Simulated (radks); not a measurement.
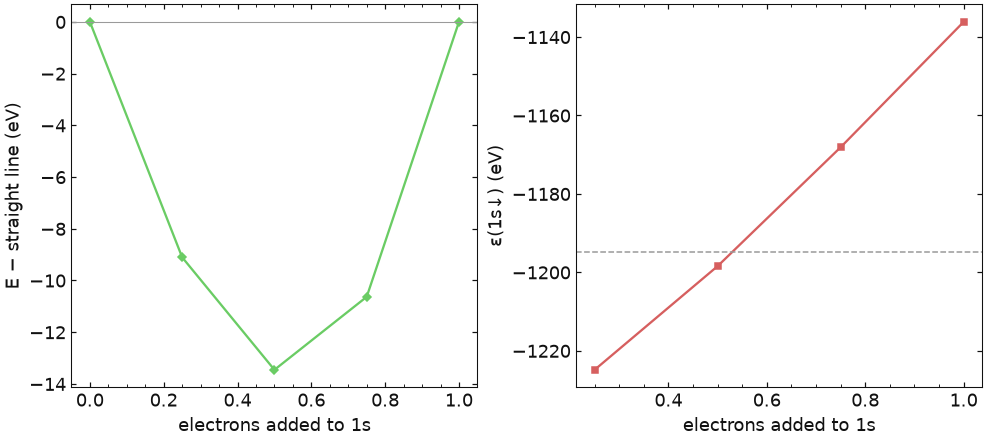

The occupation of the 1s shell is varied from Ne⁹⁺ (1s1 (high spin)) to Ne⁸⁺ (1s2), with spherical fractional occupations. The plot shows the total energy less the straight line between the end points, and the eigenvalue of 1s↓ (the dashed line is minus the energy to take the whole electron out). The values are computed.

**Was this Hartree-Fock or a semilocal functional, and how does the plot tell?**

It was a semilocal functional (LDA, GGA or meta-GGA): scalar-relativistic Kohn-Sham, PBE, spin-polarised, spherical densities, point nucleus, computed with the in-house radial solver radks. The curve is convex (below the straight line), with the largest deviation among the points computed, −13.46 eV, at 0.5. The end points differ by 1195 eV, the energy to take the electron out. The eigenvalue, which is the slope of the energy (Janak's theorem), moves from −1225 eV at 0.25 to −1136 eV at 1; for a straight line it would stay constant, and a parabola would sag by an eighth of this change, scaled to a whole electron, 14.79 eV. Convexity is the delocalisation error: fractional charges are too low in energy. For an s shell Hartree-Fock would as a rule bend the other way.
